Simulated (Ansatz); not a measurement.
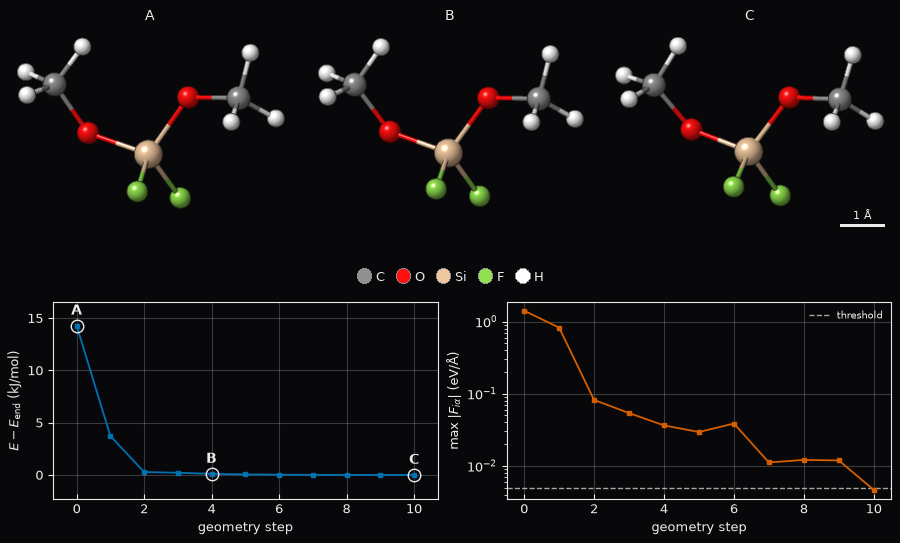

Frames of a relaxation of C₂H₆F₂O₂Si, marked on the history of the run. Style: ball-and-stick. Shown at a tilt.

The start comes from PBE-D4/def2-SVP.

Level of theory: RKS PBE0-D4/def2-TZVP (Ansatz 0.2.0). Settings: force threshold 0.005 eV/Å; at most 150 steps.

**What happens along the run?**

The energy falls by 14.3 kJ/mol in 10 geometry steps. Largest force component: 1.4 eV/Å at the start, 0.0046 eV/Å at the end. The atom that moves furthest after the best rigid fit is an F atom (0.14 Å). By element the largest moves are F 0.14 Å, O 0.12 Å, H 0.10 Å, Si 0.06 Å, C 0.04 Å. Among the contacts that change: F–Si 1.625 → 1.585 Å, O–Si 1.645 → 1.609 Å, C–H 1.108 → 1.090 Å, C–O 1.422 → 1.414 Å. From step 0 to 4: an F atom moves most (0.07 Å), energy −14.2 kJ/mol. From step 4 to 10: an H atom moves most (0.08 Å), energy −0.11 kJ/mol.

```csv
step,"E − E(0), kJ/mol","largest force component, eV/Å"
0,0.00,1.4132
1,-10.56,0.8245
2,-14.00,0.0821
3,-14.08,0.0539
4,-14.18,0.0364
5,-14.23,0.0295
6,-14.26,0.0386
7,-14.28,0.0112
8,-14.28,0.0121
9,-14.28,0.0119
10,-14.28,0.0046
```
